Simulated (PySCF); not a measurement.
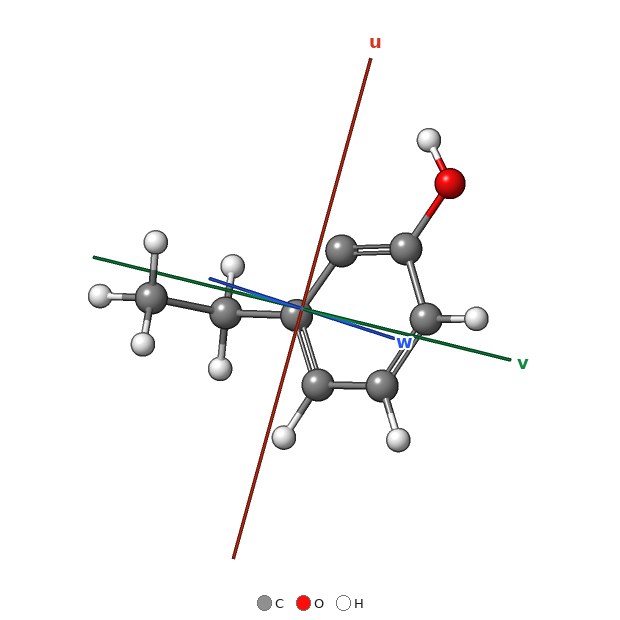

The lines u, v and w are the principal axes of the g tensor. Charge 0, doublet. Computed geometry: GFN2-xTB optimisation. No frequency run is at hand to confirm it as a minimum. Method: UKS B3LYP, pcH-1 on C H O, non-relativistic, mean-field spin-orbit, GIAO (PySCF 2.14.0).

Along which axis does g lie farthest from the free-electron value?

Along v: the shift is −407 ppm.

Give the principal values and shifts.

```json
{"axis": "u", "g": "2.00224", "shift (ppm)": "−82"}
{"axis": "v", "g": "2.00191", "shift (ppm)": "−407"}
{"axis": "w", "g": "2.00261", "shift (ppm)": "295"}
```
